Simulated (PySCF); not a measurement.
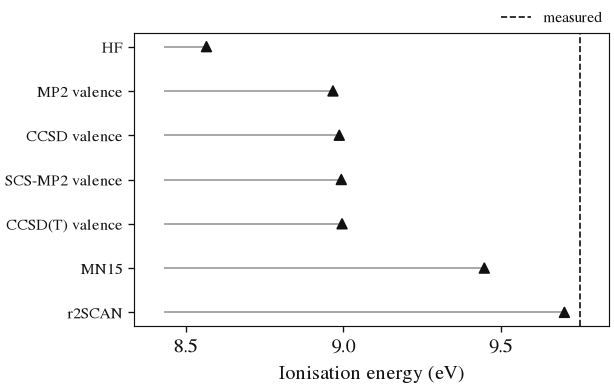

The ionisation energy of an atom or ion with 34 electrons in the configuration [Ar] 3d¹⁰ 4s² 4p⁴ by several methods. PySCF, def2-SVP, non-relativistic, unrestricted single determinants, no spin-orbit coupling. Methods marked “valence” freeze 28 core electrons.

> Which atom or ion is it?

Neutral selenium. The values run from 8.57 eV (HF) to 9.70 eV (r2SCAN). The measured value is 9.75 eV; nearest to it come r2SCAN (−0.05) and MN15 (−0.30), furthest HF (−1.19 eV).

Limits of the model: spin-orbit shift not estimated; relativistic shift absent.
